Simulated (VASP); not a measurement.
Band structure of MoSeS (space group P-3m1). Computed with r2SCAN meta-GGA, VASP's PBE PAW potentials (set 64) (plane waves; VASP).

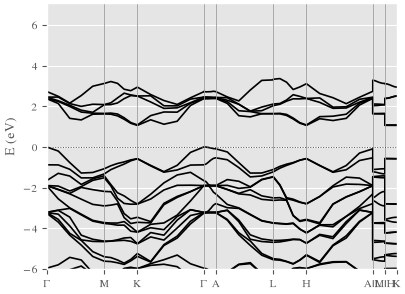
Figure: Bands along high-symmetry lines, zero at the valence-band maximum or, without a gap, the Fermi level

Question: Read the plot: is there a gap, and where are the band edges?

Answer: The gap is indirect, 1.06 eV, from the valence maximum at Γ to the conduction minimum at K.

The structure comes from a computed database's MoSeS entry (P-3m1); how it stands against other phases isn't given here. It was relaxed first.
